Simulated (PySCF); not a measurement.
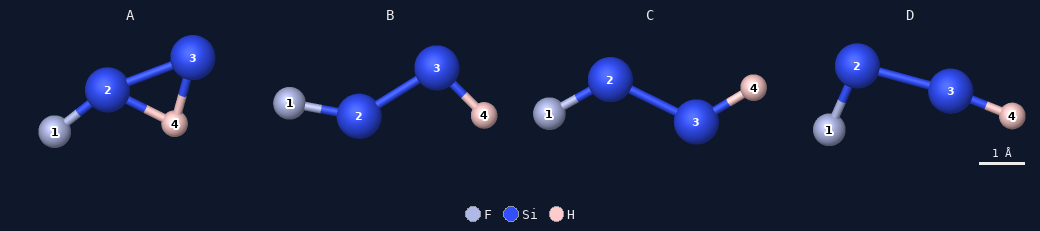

4 geometries from one relaxation of Si₂HF, in shuffled order. The picture is a ball-and-stick view, seen at a tilt.

Theory: PySCF, RKS PBE0-D4/def2-TZVP, density fitting. 

Put them in the order of the run, from the start to the converged end.

D, C, B, A. They are steps 0, 12, 15, 33, at +29.9 kcal/mol, +13.7 kcal/mol, +10.7 kcal/mol relative to the last. H4 moves most after the best rigid fit: 1.32 Å. Largest moves by element: H 1.32 Å, Si 0.97 Å, F 0.13 Å. Near-neighbour distances that change, for instance: Si2–H4 3.662 → 1.698 Å, Si3–H4 1.497 → 1.674 Å, F1–Si2 1.696 → 1.593 Å, Si2–Si3 2.173 → 2.104 Å. Among the angles between lasting bonds that change: Si2–Si3–H4 172.5° → 51.9°, F1–Si2–Si3 97.5° → 162.3°. Over 33 geometry steps the energy falls by 29.9 kcal/mol.
